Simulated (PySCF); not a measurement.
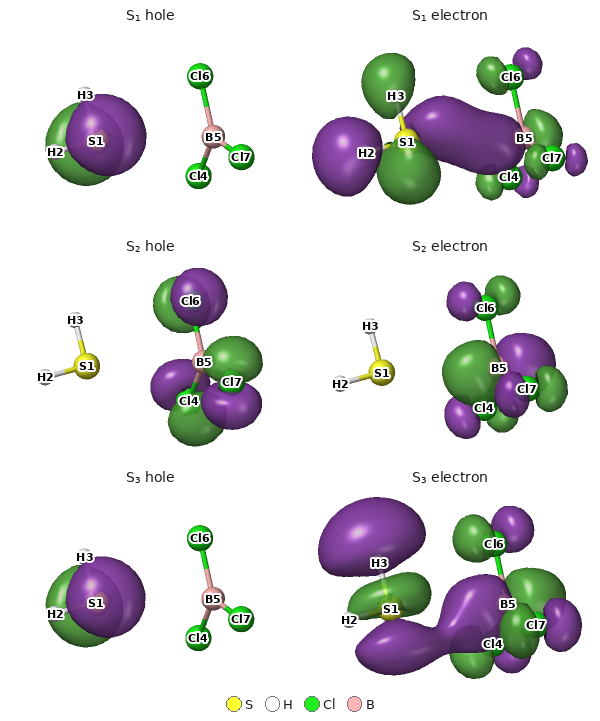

Figure. BCl3H2S, SMILES `S.ClB(Cl)Cl`. Leading natural transition orbitals (TDA singlet states).

Computed with PySCF, ωB97X/def2-SVP, geometry: GFN2-xTB. The pair's geometry is semi-empirical, so its contact may be too short or too long. GFN2-xTB bond lengths at metals and heavier atoms can be off by up to 0.1 Å and shapes distorted, which carries into these values. Without diffuse functions Rydberg states are missing, so the states' numbers hold for this basis only.

Input

```python
import numpy as np
from pyscf import gto, scf, dft, tdscf
from pyscf.scf import atom_ks, atom_hf
from scipy.linalg import block_diag

def solve(mol, dm0=None, hcore=None):
    mf = (dft.UKS if mol.spin else dft.RKS)(mol, xc='wb97x')
    mf.grids.level = 3
    mf = mf.density_fit(auxbasis='def2-universal-jkfit')
    mf.conv_tol, mf.max_cycle = 1e-8, 80
    if hcore is not None:
        mf.get_hcore = lambda *args: hcore
    mf.kernel(dm0)
    if not mf.converged:
        mf = mf.newton().run(mf.mo_coeff, mf.mo_occ, max_cycle=30)
    assert mf.converged, 'SCF not converged'
    return mf

mol = gto.M(atom='''
S      2.62241    -0.08636    -0.31060
H      3.87850    -0.20640    -0.72141
H      2.99189     0.45793     0.84141
Cl    -1.00566    -1.69116    -0.05825
B     -0.86901     0.01840     0.08261
Cl    -0.45790     0.72522     1.60196
Cl    -1.15314     1.02702    -1.28274
''', basis='def2-svp', charge=0, spin=0, verbose=4)
mf = solve(mol)
td = mf.TDA()
td.nstates, td.singlet, td.conv_tol = 5, True, 1e-5
td.kernel()
td.analyze()
x, y = np.array([p[0] for p in td.xy]), np.array([p[1] + 0 * p[0] for p in td.xy])
f, mu = td.oscillator_strength(), td.transition_dipole()
nto = [td.get_nto(state=i + 1, verbose=4) for i in range(len(td.e))]
# spherically averaged free atoms, for the promolecule
atm = atom_ks.get_atm_nrks(mol, xc='wb97x')
pro = block_diag(*[(atm[a[0]][2] * atm[a[0]][3]) @ atm[a[0]][2].T for a in mol._atom])
np.savez('result.npz', e=td.e, f=f, ok=td.converged, w=[n[0] for n in nto], nto=[n[1] for n in nto], x=x, y=y, c=mf.mo_coeff, occ=mf.mo_occ, eps=mf.mo_energy, pro=pro, mu=mu)
```

Command:

```sh
OMP_NUM_THREADS=1 python input.py
```

The run took 82 s on 1 thread of Intel(R) Xeon(R) 6975P-C (Granite Rapids) (shared host), peak memory 0.58 GiB.

**Describe these excited states.**

By state:
- S₁: 6.33 eV (196 nm), f = 0.000 (very weak); the leading pair carries 100 %; hole on S1 (90 %), electron on S1 (45 %), H2 (20 %) and B5 (11 %); their centroids lie 0.5 Å apart.
- S₂: 6.45 eV (192 nm), f = 0.000 (dark); the leading pair carries 100 %; hole on Cl4 and Cl7 (34 % each) and Cl6 (29 %), electron on B5 (49 %) and Cl4, Cl6 and Cl7 (16 % each); their centroids lie 0.1 Å apart.
- S₃: 7.27 eV (171 nm), f = 0.005; the leading pair carries 94 %; hole on S1 (81 %), electron on S1 (26 %), H3 (24 %) and B5 (23 %); their centroids lie 1.3 Å apart; S₄ lies within 0.1 eV of it.
